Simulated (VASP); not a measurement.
# A VASP study of Sb2O3 (Valentinite) (LDA): structure first, properties next, part 2 of 4

Wanted: the relaxed cell of Sb2O3 (Valentinite) and its properties. The start is a cell from a database of measured crystal structures.

VASP 6.6.1; LDA; plane waves and PAW (Sb, O).

So far: The structure; Full relaxation (LDA).

## 2. Full relaxation (LDA) (continued)

Step by step (22 of 34):

```
step  energy less that of the first step (eV)  largest force (eV/Å)  pressure (GPa)  volume (Å³)
   1                                   0.0000                0.2984           -0.84       330.00
   3                                  -0.1429                0.4134           -0.93       319.92
   4                                  -0.1916                0.3202           -0.38       316.32
   6                                  -0.2439                0.0719           -0.14       310.10
   7                                  -0.2446                0.0761           -0.37       310.25
   9                                  -0.2543                0.1171            0.25       308.68
  10                                  -0.2575                0.0593           -0.07       308.85
  12                                  -0.2597                0.0387           -0.01       308.57
  14                                  -0.2610                0.0708            0.21       308.05
  15                                  -0.2624                0.0607            0.07       308.17
  17                                  -0.2634                0.0552           -0.17       308.40
  18                                  -0.2647                0.0468           -0.06       308.13
  20                                  -0.2655                0.0661            0.12       307.73
  21                                  -0.2667                0.0472            0.07       307.70
  23                                  -0.2686                0.0140            0.03       307.39
  25                                  -0.2687                0.0141            0.00       307.39
  26                                  -0.2688                0.0233           -0.05       307.42
  28                                  -0.2691                0.0129            0.01       307.17
  29                                  -0.2691                0.0160            0.03       307.13
  31                                  -0.2692                0.0139           -0.01       307.17
  32                                  -0.2692                0.0218           -0.03       307.20
  34                                  -0.2693                0.0080            0.04       307.14
```

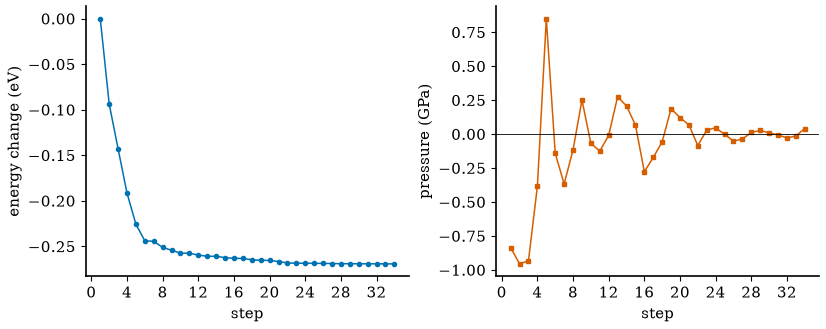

Energy and pressure along the relaxation.

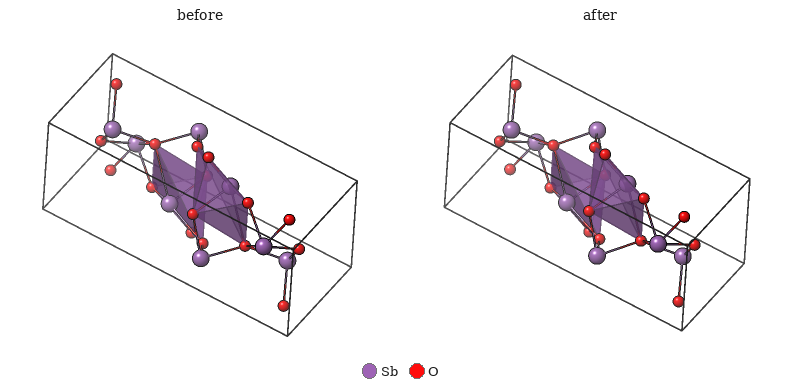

Before and after, at one scale.

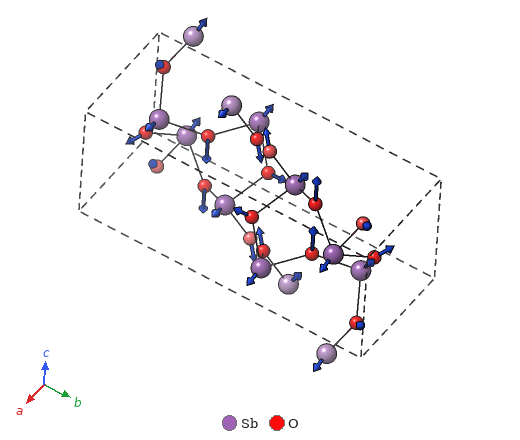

Displacements in the relaxation, exaggerated, measured against the changing cell; the longest in the cell stands for 0.12 Å. Some periodic images of atoms are drawn too.

```csv
"conventional cell, symmetrised",before,after,change
a (Å),4.900,4.782,-2.4 %
b (Å),12.449,12.088,-2.9 %
c (Å),5.410,5.313,-1.8 %
volume (Å³/atom),16.50,15.36,-6.9 %
```

The atoms that moved most (Å, as changes of fractional coordinates times the final cell):

| atom | dx | dy | dz | length |
| --- | --- | --- | --- | --- |
| O11 | 0.000 | 0.000 | 0.116 | 0.116 |
| O12 | 0.000 | 0.000 | -0.116 | 0.116 |
| O9 | 0.000 | 0.000 | -0.116 | 0.116 |
| O10 | 0.000 | 0.000 | 0.116 | 0.116 |
| O19 | 0.033 | -0.038 | -0.039 | 0.064 |
| O20 | -0.033 | 0.038 | -0.039 | 0.064 |
| O14 | 0.033 | 0.038 | -0.039 | 0.064 |
| O13 | -0.033 | -0.038 | -0.039 | 0.064 |

Final coordinates:

```xyz
20
Lattice="4.7820 0.0000 0.0000 0.0000 12.0880 0.0000 0.0000 0.0000 5.3135" Properties=species:S:1:pos:R:3 pbc="T T T"
Sb    0.1382    1.5405    0.9557
Sb    2.2528    4.5035    0.9557
Sb    2.5292   10.5475    1.7010
Sb    4.6438    7.5844    1.7010
Sb    4.6438   10.5475    4.3578
Sb    2.5292    7.5844    4.3578
Sb    2.2528    1.5405    3.6125
Sb    0.1382    4.5035    3.6125
O     1.1955    3.0220   -0.0051
O     3.5865    9.0660    2.6619
O     3.5865    9.0660    5.3186
O     1.1955    3.0220    2.6516
O     0.6883    0.6713    4.5022
O     1.7026    5.3727    4.5022
O     3.0793   11.4166    3.4680
O     4.0936    6.7153    3.4680
O     4.0936   11.4166    0.8113
O     3.0793    6.7153    0.8113
O     1.7026    0.6713    1.8455
O     0.6883    5.3727    1.8455
```

A gap read on the k-mesh alone can miss the band edges.

Numbers from this step:

```yaml
electrons: 112
bands: 76
irreducible_k_points: 18
symmetry_operations: 8
free_energy_toten: -134.3541 eV
fermi_energy: 6.271 eV
pressure: 0.04033 GPa
metallic: no
valence_top_at_k: 0, 0, 0
conduction_bottom_at_k: 0, 0, 0
least_direct_gap_at_k: 0, 0, 0
scf_cycles_over_all_ionic_steps: 227
gap_on_the_k_mesh: 1.553 eV
least_direct_gap_on_the_k_mesh: 1.553 eV
```

It ends with a largest force of 0.008 eV/Å and a pressure of 0.04 GPa. The volume lies -6.9 % from that of the database's start, which holds the thermal and zero-point expansion of its experiment. LDA is known to overbind.

## 3. Second relaxation

The basis stayed that of the start cell while the cell moved. A rerun from the cell reached resets it; the error of the finite cutoff stays.

The input, INCAR:

```
SYSTEM = Sb2O3
PREC = Accurate
ENCUT = 520
EDIFF = 1E-06
NELM = 100
ISMEAR = 0
SIGMA = 0.05
LREAL = .FALSE.
ALGO = Normal
GGA = CA
NBANDS = 76
LORBIT = 11
LWAVE = .FALSE.
LCHARG = .FALSE.
KPAR = 4
NCORE = 2
IBRION = 2
NSW = 60
ISIF = 3
EDIFFG = -0.01
```

The input, POSCAR:

```
Sb2O3
1.0
    4.7819833639      0.0000000000      0.0000000000
    0.0000000000     12.0879556440      0.0000000000
    0.0000000000      0.0000000000      5.3134953360
Sb O
8 12
Direct
    0.0289015802      0.1274377817      0.1798682476
    0.4710984198      0.3725622183      0.1798682476
    0.5289015802      0.8725622183      0.3201317524
    0.9710984198      0.6274377817      0.3201317524
    0.9710984198      0.8725622183      0.8201317524
    0.5289015802      0.6274377817      0.8201317524
    0.4710984198      0.1274377817      0.6798682476
    0.0289015802      0.3725622183      0.6798682476
    0.2500000000      0.2500000000      0.9990371949
    0.7500000000      0.7500000000      0.5009628051
    0.7500000000      0.7500000000      0.0009628051
    0.2500000000      0.2500000000      0.4990371949
    0.1439451238      0.0555362401      0.8473217566
    0.3560548762      0.4444637599      0.8473217566
    0.6439451238      0.9444637599      0.6526782434
    0.8560548762      0.5555362401      0.6526782434
    0.8560548762      0.9444637599      0.1526782434
    0.6439451238      0.5555362401      0.1526782434
    0.3560548762      0.0555362401      0.3473217566
    0.1439451238      0.4444637599      0.3473217566
```

The input, KPOINTS:

```
Automatic mesh
0
Gamma
4 2 4
0 0 0
```

Potentials, in the order of the species: Sb and O (LDA family, release 64).

Launch:

```console
$ mpirun -np 8 vasp_std
```

What it wrote:

```text
[banner, memory and clock lines left out]
running    8 mpi-ranks, on    1 nodes
 distrk:  each k-point on    2 cores,    4 groups
 distr:  one band on    2 cores,    1 groups

 POSCAR found type information on POSCAR SbO
 POSCAR found :  2 types and      20 ions
 [... a notice as in an earlier step ...]

 LDA part: xc-table for (Slater(with rela. corr.)+CA(PZ))
 , standard interpolation
 POSCAR, INCAR and KPOINTS ok, starting setup
 FFT: planning ... GRIDC
 FFT: planning ... GRID_SOFT
 FFT: planning ... GRID
 WAVECAR not read
 entering main loop
       N       E                     dE             d eps       ncg     rms          rms(c)
DAV:   1     0.973659031808E+03    0.97366E+03   -0.48453E+04  2736   0.132E+03
DAV:   2    -0.366657043405E+02   -0.10103E+04   -0.96217E+03  3552   0.286E+02
DAV:   3    -0.152908494543E+03   -0.11624E+03   -0.11437E+03  3080   0.118E+02
DAV:   4    -0.155875450499E+03   -0.29670E+01   -0.29443E+01  3440   0.194E+01
DAV:   5    -0.155963659584E+03   -0.88209E-01   -0.88064E-01  3464   0.317E+00    0.301E+01
DAV:   6    -0.134914440496E+03    0.21049E+02   -0.99173E+01  2896   0.383E+01    0.171E+01
DAV:   7    -0.134680377596E+03    0.23406E+00   -0.86388E+00  3104   0.101E+01    0.574E+00
DAV:   8    -0.134430360280E+03    0.25002E+00   -0.75569E-01  3220   0.339E+00    0.249E+00
DAV:   9    -0.134333734455E+03    0.96626E-01   -0.10058E-01  3296   0.145E+00    0.586E-01
DAV:  10    -0.134333238859E+03    0.49560E-03   -0.13040E-02  3316   0.469E-01    0.183E-01
DAV:  11    -0.134333696762E+03   -0.45790E-03   -0.29763E-03  3224   0.198E-01    0.141E-01
DAV:  12    -0.134333389748E+03    0.30701E-03   -0.90536E-04  3252   0.136E-01    0.302E-02
DAV:  13    -0.134333392362E+03   -0.26137E-05   -0.22701E-04  3192   0.524E-02    0.323E-02
DAV:  14    -0.134333391445E+03    0.91680E-06   -0.23731E-05  3264   0.199E-02    0.180E-02
DAV:  15    -0.134333390150E+03    0.12947E-05   -0.10216E-05  3084   0.125E-02    0.469E-03
DAV:  16    -0.134333390055E+03    0.94796E-07   -0.10264E-06  1680   0.438E-03
   1 F= -.13433339E+03 E0= -.13433339E+03  d E =-.134333E+03
 curvature:   0.00 expect dE= 0.000E+00 dE for cont linesearch  0.000E+00
 trial: gam= 0.00000 g(F)=  0.479E-04 g(S)=  0.136E-03 ort = 0.000E+00 (trialstep = 0.100E+01)
 search vector abs. value=  0.184E-03
 reached required accuracy - stopping structural energy minimisation
```

Wall time 63 s (8 MPI ranks of Intel Xeon Platinum 8259CL at 2.50GHz (Skylake/Cascade Lake), shared host); peak memory 2.5 GiB; 8.3 min of CPU time.

OUTCAR, selected parts (step 3):

```text
  LATTYP: Found a simple orthorhombic cell.
 ALAT       =     4.7819833639
 B/A-ratio  =     1.1111488543
 C/A-ratio  =     2.5278121491

 Found     18 irreducible k-points:

   dimension x,y,z NGX =    36 NGY =   90 NGZ =   40
   dimension x,y,z NGXF=    72 NGYF=  180 NGZF=   80

   ENCUT  =  520.0 eV  38.22 Ry    6.18 a.u.   8.89 22.48  9.88*2*pi/ulx,y,z

   NELECT =     112.0000    total number of electrons

 E-fermi :   6.2910

 k-point     1 :       0.0000    0.0000    0.0000
  band No.  band energies     occupation
    ...
     52       4.5738      2.00000
     53       4.7006      2.00000
     54       5.2636      2.00000
     55       5.7779      2.00000
     56       6.0266      2.00000
     57       7.5799      0.00000
     58       8.0643      0.00000
     59       8.1726      0.00000
     60       9.0232      0.00000
     61       9.2971      0.00000
    ...

 k-point     2 :       0.2500    0.0000    0.0000
  band No.  band energies     occupation
    ...
     52       4.6267      2.00000
     53       4.7919      2.00000
     54       5.3004      2.00000
     55       5.6470      2.00000
     56       5.6837      2.00000
     57       8.3528      0.00000
     58       8.5340      0.00000
     59       8.7126      0.00000
     60       8.7808      0.00000
     61       9.5256      0.00000
    ...

  Total        0.0993762      0.0840319      0.1982267      0.0000000      0.0000000     -0.0000000
  in kB        0.5183842      0.4383424      1.0340260      0.0000000      0.0000000     -0.0000000
  external PRESSURE =       0.6635842 kB  Pullay stress =       0.0000000 kB

  energy-cutoff  :      520.00
  volume of cell :      307.14
      direct lattice vectors                 reciprocal lattice vectors
     4.781983364  0.000000000  0.000000000     0.209118252  0.000000000  0.000000000
     0.000000000 12.087955644  0.000000000     0.000000000  0.082726975  0.000000000
     0.000000000  0.000000000  5.313495336     0.000000000  0.000000000  0.188200033

 POSITION                                       TOTAL-FORCE (eV/Angst)
 -----------------------------------------------------------------------------------
      0.13821      1.54046      0.95573        -0.003861     -0.006954      0.001086
      2.25278      4.50352      0.95573         0.003861      0.006954      0.001086
      2.52920     10.54749      1.70102        -0.003861      0.006954     -0.001086
      4.64378      7.58444      1.70102         0.003861     -0.006954     -0.001086
      4.64378     10.54749      4.35777         0.003861      0.006954     -0.001086
      2.52920      7.58444      4.35777        -0.003861     -0.006954     -0.001086
      2.25278      1.54046      3.61248         0.003861     -0.006954      0.001086
      0.13821      4.50352      3.61248        -0.003861      0.006954      0.001086
      1.19550      3.02199      5.30838         0.000000      0.000000      0.001513
      3.58649      9.06597      2.66186         0.000000      0.000000     -0.001513
      3.58649      9.06597      0.00512         0.000000      0.000000     -0.001513
      1.19550      3.02199      2.65163         0.000000      0.000000      0.001513
      0.68834      0.67132      4.50224        -0.001203      0.005994     -0.004600
      1.70265      5.37266      4.50224         0.001203     -0.005994     -0.004600
      3.07933     11.41664      3.46800        -0.001203     -0.005994      0.004600
      4.09364      6.71530      3.46800         0.001203      0.005994      0.004600
      4.09364     11.41664      0.81126         0.001203     -0.005994      0.004600
      3.07933      6.71530      0.81126        -0.001203      0.005994      0.004600
      1.70265      0.67132      1.84549         0.001203      0.005994     -0.004600
      0.68834      5.37266      1.84549        -0.001203     -0.005994     -0.004600
 -----------------------------------------------------------------------------------
    total drift:                                0.000000      0.000000     -0.000000

  FREE ENERGIE OF THE ION-ELECTRON SYSTEM (eV)
  ---------------------------------------------------
  free  energy   TOTEN  =      -134.3333900552 eV

  energy  without entropy=     -134.3333900552  energy(sigma->0) =     -134.33339006

 total charge
# of ion       s       p       d       tot
------------------------------------------
    1        1.233   0.929   0.134   2.296
    2        1.233   0.929   0.134   2.296
    3        1.233   0.929   0.134   2.296
    4        1.233   0.929   0.134   2.296
    5        1.233   0.929   0.134   2.296
    6        1.233   0.929   0.134   2.296
    7        1.233   0.929   0.134   2.296
    8        1.233   0.929   0.134   2.296
    9        1.569   3.451   0.000   5.021
   10        1.569   3.451   0.000   5.021
   11        1.569   3.451   0.000   5.021
   12        1.569   3.451   0.000   5.021
   13        1.566   3.453   0.000   5.019
   14        1.566   3.453   0.000   5.019
   15        1.566   3.453   0.000   5.019
   16        1.566   3.453   0.000   5.019
   17        1.566   3.453   0.000   5.019
   18        1.566   3.453   0.000   5.019
   19        1.566   3.453   0.000   5.019
   20        1.566   3.453   0.000   5.019
--------------------------------------------------
tot         28.668  48.858   1.076  78.601

[... 5 parts as in an earlier step ...]

[... 6 further parts left out ...]
```

Little changed from the start: no atom moved by 0.005 Å and no cell edge by 0.1 %.

This step gave:

```
free energy (TOTEN)             : -134.3334 eV
Fermi energy                    : 6.291 eV
pressure                        : 0.06636 GPa
SCF cycles over all ionic steps : 16
```

It ends with a largest force of 0.008 eV/Å and a pressure of 0.07 GPa. The volume moved by under 0.01 %: the run met its threshold at the first step.

## 4. Density, ELF and potential (LDA)

The relaxed cell gets a fresh self-consistent run, on a basis set for its own volume, to fix the density and to check the remaining stress.

Changes to INCAR since step 3:

```diff
@@ -13,8 +13,6 @@
 LWAVE = .FALSE.
-LCHARG = .FALSE.
-KPAR = 4
+LCHARG = .TRUE.
 NCORE = 2
-IBRION = 2
-NSW = 60
-ISIF = 3
-EDIFFG = -0.01
+ISIF = 2
+LELF = .TRUE.
+LVHAR = .TRUE.
```

POSCAR is that of step 3.

KPOINTS is that of step 3.

Launch:

```console
$ mpirun -np 8 vasp_std
```

What it wrote:

```text
[banner, memory and clock lines left out]
running    8 mpi-ranks, on    1 nodes
 distrk:  each k-point on    8 cores,    1 groups
 distr:  one band on    2 cores,    4 groups

 POSCAR found type information on POSCAR SbO
 POSCAR found :  2 types and      20 ions
 [... a notice as in an earlier step ...]

 LDA part: xc-table for (Slater(with rela. corr.)+CA(PZ))
 , standard interpolation
 POSCAR, INCAR and KPOINTS ok, starting setup
 FFT: planning ... GRIDC
 FFT: planning ... GRID_SOFT
 FFT: planning ... GRID
 WAVECAR not read
 entering main loop
       N       E                     dE             d eps       ncg     rms          rms(c)
DAV:   1     0.973659031806E+03    0.97366E+03   -0.48453E+04  2736   0.132E+03
DAV:   2    -0.366657043411E+02   -0.10103E+04   -0.96217E+03  3552   0.286E+02
DAV:   3    -0.152908494544E+03   -0.11624E+03   -0.11437E+03  3080   0.118E+02
DAV:   4    -0.155875450500E+03   -0.29670E+01   -0.29443E+01  3440   0.194E+01
DAV:   5    -0.155963659585E+03   -0.88209E-01   -0.88064E-01  3464   0.317E+00    0.301E+01
DAV:   6    -0.134914440497E+03    0.21049E+02   -0.99173E+01  2896   0.383E+01    0.171E+01
DAV:   7    -0.134680377597E+03    0.23406E+00   -0.86388E+00  3104   0.101E+01    0.574E+00
[... 1 cycle as in an earlier step ...]
DAV:   9    -0.134333734456E+03    0.96626E-01   -0.10058E-01  3296   0.145E+00    0.586E-01
DAV:  10    -0.134333238860E+03    0.49560E-03   -0.13040E-02  3316   0.469E-01    0.183E-01
[... 2 cycles as in an earlier step ...]
DAV:  13    -0.134333392362E+03   -0.26139E-05   -0.22701E-04  3192   0.524E-02    0.323E-02
DAV:  14    -0.134333391445E+03    0.91691E-06   -0.23731E-05  3264   0.199E-02    0.180E-02
DAV:  15    -0.134333390150E+03    0.12948E-05   -0.10216E-05  3084   0.125E-02    0.469E-03
DAV:  16    -0.134333390056E+03    0.94582E-07   -0.10264E-06  1680   0.438E-03
   1 F= -.13433339E+03 E0= -.13433339E+03  d E =-.633089E-15
```

Elapsed: 64 s, on 8 MPI ranks; peak memory 1.4 GiB.

From OUTCAR (step 4):

```text
 Found     18 irreducible k-points:

   NELECT =     112.0000    total number of electrons

 E-fermi :   6.2910

  Total        0.0993763      0.0840318      0.1982267      0.0000000      0.0000000      0.0000000
  in kB        0.5183845      0.4383419      1.0340262      0.0000000      0.0000000      0.0000000
  external PRESSURE =       0.6635842 kB  Pullay stress =       0.0000000 kB

  FREE ENERGIE OF THE ION-ELECTRON SYSTEM (eV)
  ---------------------------------------------------
  free  energy   TOTEN  =      -134.3333900559 eV

  energy  without entropy=     -134.3333900559  energy(sigma->0) =     -134.33339006

[... 18 parts as in an earlier step ...]
```

This step gave:

```yaml
scf_cycles: 16
```

Valence electrons inside each PAW sphere by angular momentum. Sphere charges, by row:

```csv
atom,s (e),p (e),d (e),tot (e)
Sb1,1.233,0.929,0.134,2.296
Sb2,1.233,0.929,0.134,2.296
Sb3,1.233,0.929,0.134,2.296
Sb4,1.233,0.929,0.134,2.296
Sb5,1.233,0.929,0.134,2.296
Sb6,1.233,0.929,0.134,2.296
Sb7,1.233,0.929,0.134,2.296
Sb8,1.233,0.929,0.134,2.296
O9,1.569,3.451,0,5.021
O10,1.569,3.451,0,5.021
O11,1.569,3.451,0,5.021
O12,1.569,3.451,0,5.021
O13,1.566,3.453,0,5.019
O14,1.566,3.453,0,5.019
O15,1.566,3.453,0,5.019
O16,1.566,3.453,0,5.019
O17,1.566,3.453,0,5.019
O18,1.566,3.453,0,5.019
O19,1.566,3.453,0,5.019
O20,1.566,3.453,0,5.019
```

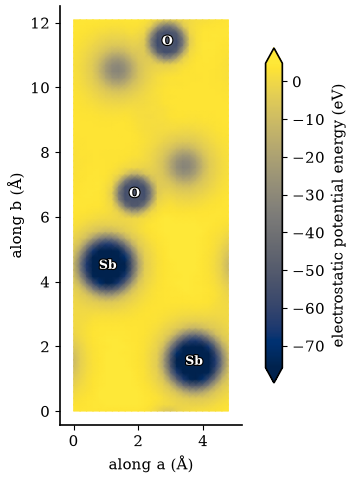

Electrostatic potential energy in the ab plane at fractional z = 0.153, with atoms of Sb and O within 0.2 Å of it. With pseudopotentials it is smooth inside the atoms' cores, unlike the true potential. The map starts off the cell's origin, so that atoms lie inside it.

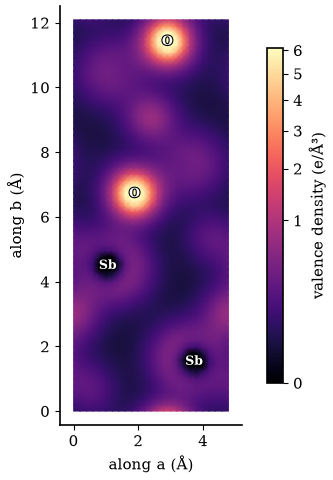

Valence density in the ab plane at fractional z = 0.153, with atoms of Sb and O within 0.2 Å of it. It is the smooth field of the valence electrons, not physical close to the nuclei. The map starts off the cell's origin, so that atoms lie inside it. The colour scale is stretched toward low values.

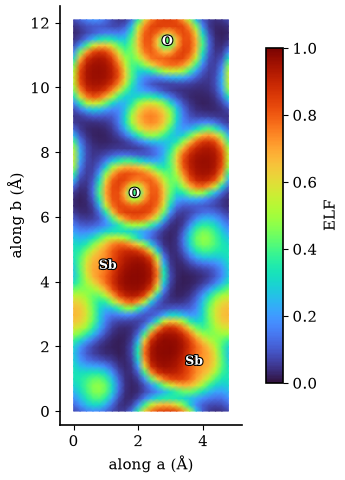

ELF in the ab plane at fractional z = 0.153, with atoms of Sb and O within 0.2 Å of it. It is the smooth field of the valence electrons, not physical close to the nuclei. The map starts off the cell's origin, so that atoms lie inside it.

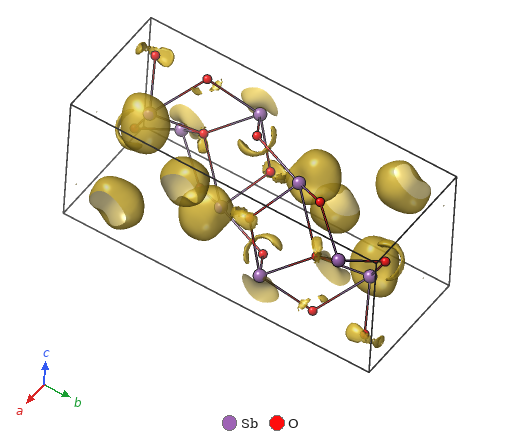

Surface of ELF = 0.85.

In this run the pressure is 0.07 GPa, small enough to go on.

(Continued in part 3 of 4.)

[Lines on the potential files, build, host, timing and source positions are cut from VASP's logs without a mark.]

[Logs are printed without paths, hosts, clocks, repeated set-up lines and the standing remarks that a program may print on its own settings, such as how far it seeks lower states.]

[Hosts, paths, dates, database ids (printed as entryN), source tags and the programs' standing remarks are cut or masked in the printed files.]

[A measured line is paired with the nearest computed mode of its activity, which favours agreement.]

[In band tables of VASP the shares of atoms and orbitals are scaled to a sum of 1 inside the atoms' spheres.]
